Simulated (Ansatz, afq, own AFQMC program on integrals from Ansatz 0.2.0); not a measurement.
# BH4 (doublet): quantum Monte Carlo beside coupled cluster at scale of all distances = 1.000, 6-31G, part 2 of 2

Ansatz 0.2.0, Gaussian basis, and an in-house AFQMC program (afq) on its integrals; all values are calculated; 6-31G, frozen cores. Earlier steps stand in the parts before.

## Step 14: Phaseless AFQMC, CISD trial on UHF

It reads the integrals that the CCSD(T) run on this determinant wrote.

Launch:

```
$ afq ham --method phaseless --trial cisd --walkers 4000 --populations 20 --least-time 60 --time-step 0.005 --steps-per-block 50 --equilibration-blocks 28 --max-blocks 4000 --target-error 0.00016 --factor-cut 1e-05 --start spin_pure --seed 1242 --release-times 0.24,0.51,0.99,1.62,2.4 --release-step 0.03 --release-every 3 --taylor-order 6
```

The program printed:

```text
orbitals 16  electrons 4 3  factors 112 of 254
reference energy -26.85233997 Eh
CCSD correlation -0.09285437 Eh in 10 cycles, weight of the determinant in the CISD state 0.9393
energy of the start -26.945023 Eh
 block  time / (1/Eh)  mean weight  energy / Eh
     1     0.250  0.9998  -26.944648
     2     0.500  0.9998  -26.944985
     3     0.750  1.0001  -26.945482
     4     1.000  1.0001  -26.945932
     5     1.250  1.0000  -26.946372
     6     1.500  1.0000  -26.946541
     7     1.750  0.9999  -26.946559
     8     2.000  0.9999  -26.946659
     9     2.250  1.0002  -26.946830
    10     2.500  0.9999  -26.946954
    11     2.750  1.0001  -26.946987
    12     3.000  0.9999  -26.947072
    13     3.250  1.0001  -26.947131
    14     3.500  1.0000  -26.947120
    15     3.750  0.9999  -26.947093
    16     4.000  1.0000  -26.947046
    17     4.250  0.9999  -26.947266
    18     4.500  1.0001  -26.947417
    19     4.750  1.0002  -26.947399
    20     5.000  1.0000  -26.947128
    21     5.250  1.0000  -26.947301
    22     5.500  1.0001  -26.947245
    23     5.750  1.0001  -26.947609
    24     6.000  0.9999  -26.947439
    25     6.250  0.9999  -26.947400
    26     6.500  1.0000  -26.947436
    27     6.750  1.0001  -26.947467
    28     7.000  0.9999  -26.947349
    29     7.250  1.0000  -26.947447
    30     7.500  0.9999  -26.947356
    31     7.750  0.9999  -26.947154
    32     8.000  1.0000  -26.947317
    33     8.250  1.0001  -26.947171
    34     8.500  0.9999  -26.947208
    35     8.750  1.0002  -26.947169
    36     9.000  1.0000  -26.947181
    37     9.250  1.0000  -26.947394
    38     9.500  1.0000  -26.947123
    39     9.750  1.0001  -26.947214
    40    10.000  1.0002  -26.947235
    41    10.250  1.0000  -26.947137
    42    10.500  0.9997  -26.947023
    43    10.750  0.9999  -26.947060
    44    11.000  1.0000  -26.946997
    45    11.250  1.0002  -26.947117
    46    11.500  1.0000  -26.947141
    47    11.750  1.0001  -26.947233
    48    12.000  1.0000  -26.947449
    49    12.250  1.0001  -26.947289
    50    12.500  1.0000  -26.947324
    51    12.750  1.0000  -26.947048
    52    13.000  1.0002  -26.946911
    53    13.250  0.9996  -26.947186
    54    13.500  0.9997  -26.946430
    55    13.750  1.0001  -26.947251
    56    14.000  1.0000  -26.947028
    57    14.250  1.0000  -26.947323
    58    14.500  1.0000  -26.947170
    59    14.750  1.0000  -26.947238
    60    15.000  1.0000  -26.947320
    61    15.250  1.0000  -26.947341
    62    15.500  1.0000  -26.947160
    63    15.750  0.9999  -26.947347
    64    16.000  1.0000  -26.947400
    65    16.250  1.0001  -26.947413
    66    16.500  0.9999  -26.947430
    67    16.750  0.9999  -26.947158
    68    17.000  1.0000  -26.947196
    69    17.250  1.0001  -26.947392
    70    17.500  1.0001  -26.947052
    71    17.750  1.0000  -26.947174
    72    18.000  1.0000  -26.947236
    73    18.250  1.0000  -26.947599
    74    18.500  1.0000  -26.947163
    75    18.750  0.9998  -26.947067
    76    19.000  1.0001  -26.947129
    77    19.250  0.9999  -26.947270
    78    19.500  1.0002  -26.947082
error from the spread of 20 populations
released: time / (1/Eh)  energy / Eh  error  mean overlap
  0.24  -26.947018  0.000215  1.0004
  0.51  -26.947309  0.000023  0.9995
  0.99  -26.947104  0.000261  0.9974
  1.62  -26.947386  0.000024  0.9973
  2.40  -26.947300  0.000027  1.0011
energy -26.947205 +/- 0.000032 Eh
```

It took 18 s on 1 × NVIDIA H100 80GB HBM3 with 2 threads of AMD EPYC 7R13 (Zen 3), shared host.

Energy -733.2708 ± 0.0009 eV. Caveats: constraint bias not in the error.

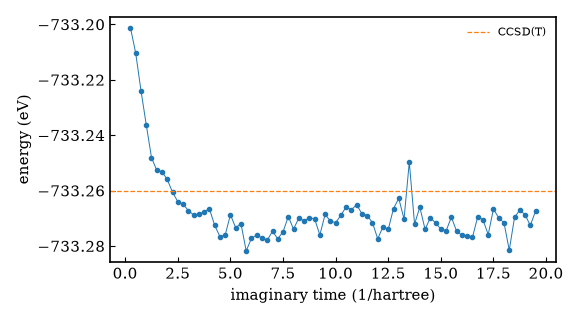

Block energies along the walk.

## Step 15: Phaseless AFQMC, single-determinant trial on UHF

It reads the integrals that the CCSD(T) run on this determinant wrote.

Launch:

```
$ afq ham --method phaseless --trial hf --walkers 4000 --populations 20 --least-time 40 --time-step 0.005 --steps-per-block 20 --equilibration-blocks 112 --max-blocks 4000 --target-error 0.0008 --factor-cut 1e-05 --start spin_pure --seed 5509 --taylor-order 6
```

The program printed:

```text
orbitals 16  electrons 4 3  factors 112 of 254
reference energy -26.85233997 Eh
CCSD correlation -0.09285437 Eh in 10 cycles, weight of the determinant in the CISD state 0.9393
energy of the start -26.852650 Eh
 block  time / (1/Eh)  mean weight  energy / Eh
     1     0.100  1.0002  -26.868349
     2     0.200  1.0005  -26.880346
     3     0.300  1.0003  -26.891134
     4     0.400  1.0005  -26.899719
     5     0.500  1.0006  -26.906867
     6     0.600  1.0004  -26.912284
     7     0.700  1.0004  -26.917594
     8     0.800  1.0005  -26.921092
     9     0.900  1.0000  -26.924594
    10     1.000  1.0003  -26.928637
    13     1.300  1.0003  -26.933849
    17     1.700  1.0001  -26.937501
    21     2.100  1.0001  -26.941220
    25     2.500  0.9998  -26.942341
    29     2.900  1.0000  -26.943802
    33     3.300  0.9999  -26.942649
    37     3.700  1.0000  -26.946433
    41     4.100  0.9999  -26.945392
    45     4.500  1.0001  -26.945275
    49     4.900  1.0002  -26.944631
    53     5.300  1.0002  -26.948081
    57     5.700  0.9999  -26.946590
    61     6.100  1.0003  -26.945518
    65     6.500  1.0002  -26.946367
    69     6.900  1.0000  -26.946387
    73     7.300  1.0000  -26.945325
    77     7.700  1.0001  -26.945585
    81     8.100  1.0000  -26.945508
    85     8.500  1.0001  -26.944445
    89     8.900  1.0000  -26.946105
    93     9.300  1.0001  -26.947565
    97     9.700  1.0003  -26.945553
   101    10.100  1.0001  -26.944532
   105    10.500  1.0001  -26.946609
   109    10.900  1.0001  -26.946451
   113    11.300  1.0001  -26.948594
   117    11.700  1.0000  -26.945908
   121    12.100  1.0000  -26.942724
   125    12.500  0.9999  -26.944579
   129    12.900  1.0001  -26.947540
   133    13.300  1.0000  -26.948686
   137    13.700  1.0001  -26.948821
   141    14.100  1.0000  -26.946292
   145    14.500  0.9999  -26.943491
   149    14.900  1.0002  -26.944147
   153    15.300  1.0000  -26.945398
   157    15.700  0.9997  -26.944696
   161    16.100  1.0002  -26.947555
   165    16.500  1.0001  -26.944002
   169    16.900  1.0000  -26.947096
   173    17.300  0.9997  -26.943308
   177    17.700  1.0002  -26.945273
   181    18.100  0.9998  -26.946521
   185    18.500  0.9995  -26.947274
   189    18.900  1.0000  -26.948924
error from the spread of 20 populations
energy -26.945979 +/- 0.000557 Eh
```

Run time: 12 s. Hardware: 1 × NVIDIA H100 80GB HBM3 with 2 threads of AMD EPYC 7R13 (Zen 3), shared host.

Energy -733.2375 ± 0.0152 eV. Caveats: constraint bias not in the error.

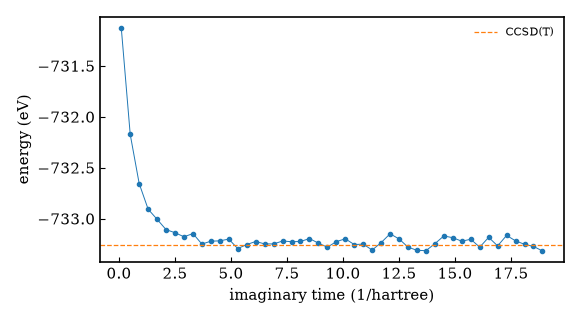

Block energies along the walk.

## Step 16: Free-projection AFQMC, CISD trial on UHF

It reads the integrals that the CCSD(T) run on this determinant wrote.

Launch:

```
$ afq ham --method free --trial cisd --walkers 4000 --time-step 0.03 --max-blocks 4000 --target-error 0.00032 --factor-cut 1e-05 --seed 6047 --times 0,0.3,0.6,1.2,1.8,2.4,3.6,4.8,6 --taylor-order 8
```

The program printed:

```text
orbitals 16  electrons 4 3  factors 112 of 254
reference energy -26.85233997 Eh
CCSD correlation -0.09285437 Eh in 10 cycles, weight of the determinant in the CISD state 0.9393
repeat  energy at the last time / Eh  error
    10  -26.947443  0.000029
    20  -26.947424  0.000021
    30  -26.947411  0.000020
time / (1/Eh)  energy / Eh  error  mean overlap
  0.00  -26.945198  0.000007  1.0646
  0.30  -26.946276  0.000011  1.0637
  0.60  -26.946769  0.000012  1.0639
  1.20  -26.947179  0.000011  1.0649
  1.80  -26.947313  0.000015  1.0654
  2.40  -26.947365  0.000017  1.0649
  3.60  -26.947383  0.000014  1.0684
  4.80  -26.947410  0.000017  1.0727
  6.00  -26.947412  0.000020  1.0746
energy -26.947412 +/- 0.000020 Eh
```

Run time: 14 s. Hardware: 1 × NVIDIA H100 80GB HBM3 with 2 threads of AMD EPYC 7R13 (Zen 3), shared host.

Energy -733.2764 ± 0.0005 eV. Caveats: remainder of the start not in the error.

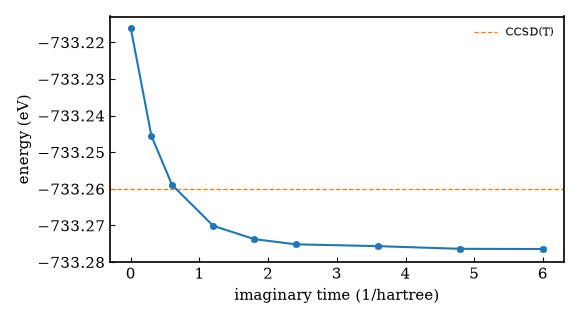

Energy against projection time, with error bars.

## Step 17: Phaseless AFQMC, CISD trial on UHF (settings varied)

It reads the integrals that the CCSD(T) run on this determinant wrote.

Launch:

```
$ afq ham --method phaseless --trial cisd --walkers 80 --populations 1 --least-time 40 --time-step 0.01 --steps-per-block 50 --equilibration-blocks 12 --max-blocks 120 --target-error 0.00064 --factor-cut 0.0001 --start spin_pure --seed 6658 --taylor-order 4
```

The program printed:

```text
orbitals 16  electrons 4 3  factors 89 of 254
reference energy -26.85233997 Eh
CCSD correlation -0.09285341 Eh in 10 cycles, weight of the determinant in the CISD state 0.9393
energy of the start -26.945022 Eh
 block  time / (1/Eh)  mean weight  energy / Eh
     1     0.500  0.9999  -26.945193
     2     1.000  0.9984  -26.946413
     3     1.500  1.0004  -26.946671
     4     2.000  0.9993  -26.946319
     5     2.500  0.9991  -26.946457
     6     3.000  1.0007  -26.945995
     7     3.500  0.9971  -26.946860
     8     4.000  1.0023  -26.947947
     9     4.500  1.0002  -26.947344
    10     5.000  1.0035  -26.946503
    11     5.500  1.0021  -26.946969
    13     6.500  0.9974  -26.946950
    15     7.500  1.0010  -26.947239
    17     8.500  0.9981  -26.946315
    19     9.500  1.0017  -26.947295
    21    10.500  1.0001  -26.947525
    23    11.500  0.9993  -26.946833
    25    12.500  0.9967  -26.946384
    27    13.500  1.0020  -26.946663
    29    14.500  1.0019  -26.947439
    31    15.500  0.9989  -26.946753
    33    16.500  1.0000  -26.946147
    35    17.500  0.9973  -26.946194
    37    18.500  1.0000  -26.946711
    39    19.500  1.0007  -26.947519
    41    20.500  0.9984  -26.947614
    43    21.500  0.9970  -26.946018
    45    22.500  0.9988  -26.947149
    47    23.500  1.0008  -26.946037
    49    24.500  0.9982  -26.946175
    51    25.500  1.0011  -26.946518
    53    26.500  1.0024  -26.946816
    55    27.500  1.0019  -26.947937
    57    28.500  1.0003  -26.947569
    59    29.500  0.9995  -26.947158
    61    30.500  0.9994  -26.947801
    63    31.500  0.9997  -26.946491
    65    32.500  1.0001  -26.949628
    67    33.500  0.9990  -26.947776
    69    34.500  1.0010  -26.947075
    71    35.500  1.0004  -26.946837
    73    36.500  1.0015  -26.947445
    75    37.500  0.9983  -26.946472
    77    38.500  0.9999  -26.946425
    79    39.500  0.9989  -26.948421
    81    40.500  1.0005  -26.947280
    83    41.500  0.9899  -26.947146
    85    42.500  1.0018  -26.946554
    87    43.500  1.0003  -26.946164
    89    44.500  1.0019  -26.946669
    91    45.500  1.0017  -26.946245
blocks merged  error / Eh  count
     1  0.000409  80
     2  0.000415  40
     4  0.000410  20
     8  0.000452  10
energy -26.946537 +/- 0.000415 Eh
```

Wall time 15 s (1 × NVIDIA H100 80GB HBM3 with 2 threads of AMD EPYC 7R13 (Zen 3), shared host).

Energy -733.2526 ± 0.0113 eV. Caveats: constraint bias not in the error.

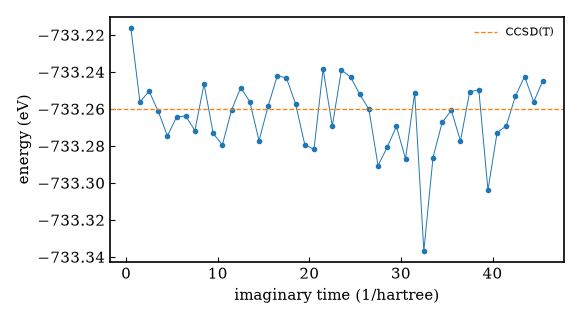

Block energies along the walk.

## Step 18: AFQMC on the ladder

The full CI on restricted orbitals is not used as the yardstick for these unrestricted rows.

On the UHF determinant, counted from CCSDTQ (a yardstick, not exact):

| level | energy (eV) | from CCSDTQ (meV) | statistical error (meV) | time |
| --- | --- | --- | --- | --- |
| HF | -730.6894 | +2586.9 |  |  |
| MP2 | -732.5812 | +695.0 |  |  |
| CCSD | -733.2161 | +60.2 |  |  |
| CCSD(T) | -733.2600 | +16.2 |  |  |
| CCSDT(Q) | -733.2759 | +0.3 |  |  |
| CCSDTQ | -733.2762 | 0.0 |  |  |
| Phaseless AFQMC, CISD trial, step 0.005, 4000 walkers | -733.2708 | +5.4 | 0.9 | 18 s |
| Phaseless AFQMC, single-determinant trial, step 0.005, 4000 walkers | -733.2375 | +38.8 | 15.2 | 12 s |
| Free-projection AFQMC, CISD trial, step 0.03, 4000 walkers | -733.2764 | -0.2 | 0.5 | 14 s |
| Phaseless AFQMC, CISD trial, step 0.01, 80 walkers | -733.2526 | +23.6 | 11.3 | 15 s |

The functionals' totals stand on their own zeros and serve differences with other points: PBE -736.614 eV; r2SCAN -737.427 eV; PBE0 -736.777 eV; B3LYP -738.306 eV; wB97M-V -736.848 eV; B2PLYP -736.137 eV.

## Step 19: Outcome

This closing draws on all 2 parts.

| quantity | value |
| --- | --- |
| CCSD(T) on UHF from CCSDTQ | +16.2 meV |
| Phaseless AFQMC, CISD trial on UHF from CCSDTQ | +5.4 ± 0.9 meV |
| Phaseless AFQMC, single-determinant trial on UHF from CCSDTQ | +38.8 ± 15.2 meV |
| Free-projection AFQMC, CISD trial on UHF from CCSDTQ | -0.2 ± 0.5 meV |

**Reading.** On UHF the phaseless walk with the CISD trial lies +5.4 meV from CCSDTQ, 6 times its error bar. Free projection has no constraint; at the last time it gives -0.2 ± 0.5 meV, and from a start that isn't spin pure other spins can mix in. Error bars are statistical and leave out the constraint, the time step and what remains of the start.
